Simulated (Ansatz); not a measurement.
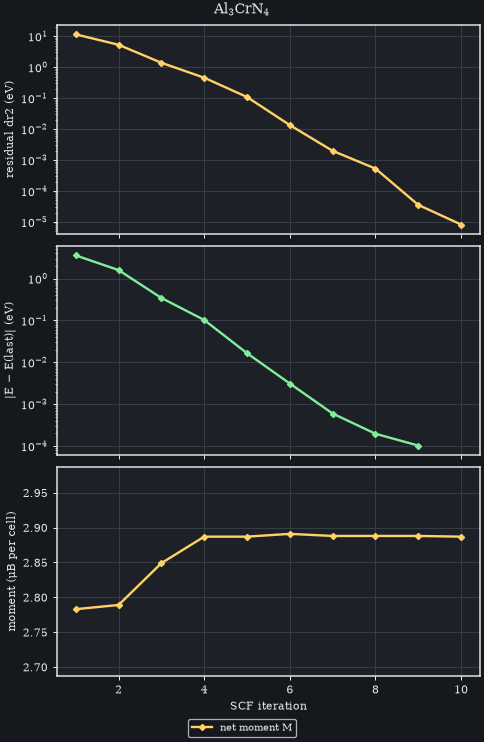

The plot shows the SCF iterations of a calculation: density residual dr2, distance of the Harris–Foulkes energy from its last value, magnetic moments. dr2 is the charge part; the magnetisation has a residual of its own.

Al$_{3}$CrN$_{4}$ (8 atoms in the cell), run with Ansatz.

```
crystal:
  lattice:
    - [2.9019868162, 0.0, 0.0]
    - [0.0, 2.9019868162, 0.0]
    - [0.0, 0.0, 8.196243782]
  atoms:
    - { symbol: Al, position: [0.5, 0.5, 0.2510239862] }
    - { symbol: Al, position: [0.0, 0.0, 0.5] }
    - { symbol: Al, position: [0.5, 0.5, 0.7489760138] }
    - { symbol: Cr, position: [0.0, 0.0, 0.0], spin: 2.56 }
    - { symbol: "N", position: [0.0, 0.0, 0.2537447361] }
    - { symbol: "N", position: [0.5, 0.5, 0.5] }
    - { symbol: "N", position: [0.0, 0.0, 0.7462552639] }
    - { symbol: "N", position: [0.5, 0.5, 0.0] }
  symmetry: { detect: false }
basis:
  ecutwfc: 420
kpoints:
  mp_grid: { grid: [14, 14, 6] }
hamiltonian:
  xc: pbe
scf:
  occupations: { method: gaussian, width: 0.1 }
output:
  forces: true
  eigenvalues: true
  stress: true
magnetization:
  spin_polarized: true
```

Command:
```bash
ansatz run input.yaml --threads 1 --pin off --max-ram 2560MiB --backend cpu --events-out ev --progress --plain --runs-dir out
```

Q: Did the calculation converge?

A: It was still iterating, at step 10, when the time limit ended it. The residual is still falling at the last step (down to 8 × 10⁻⁶).

Q: Read the residual at the first and at the last step drawn.

A: It starts near 10 and ends near 8 × 10⁻⁶ eV.

Q: How do the moments develop?

A: The net moment goes from 2.8 to 2.9 μB per cell, though in an unconverged run this needn't be final.
